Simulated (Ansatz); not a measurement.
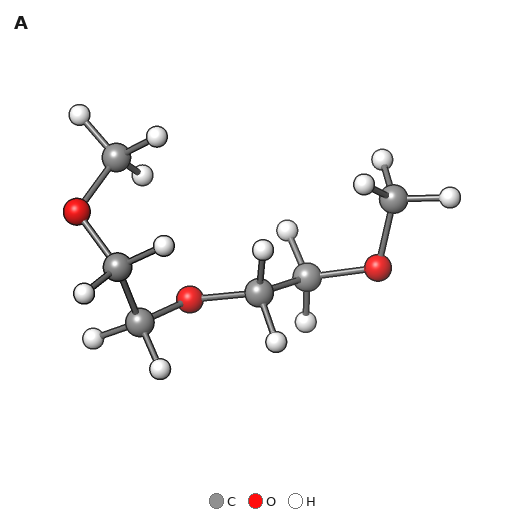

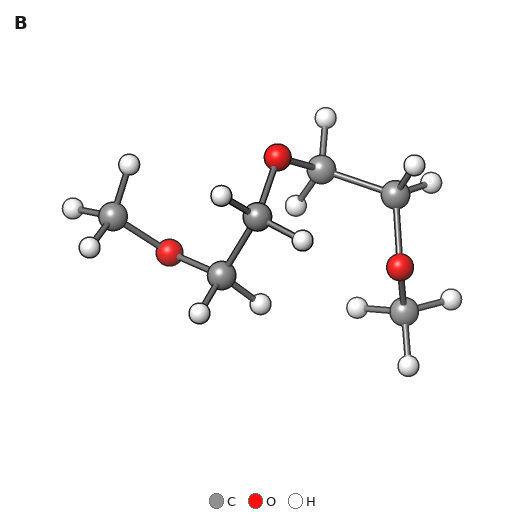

2 stationary structures of one formula. Geometries: PBE0-D4/def2-TZVP. Electronic energies: CCSD(T)/CBS (MP2 limit from def2-TZVPP and def2-QZVPP plus CCSD(T) − MP2) (Ansatz 0.2.0), without zero-point energy. No frequency run is at hand to confirm each as a minimum.

### Which structure is the most stable?

B is lowest; A lies 0.009 eV above it.
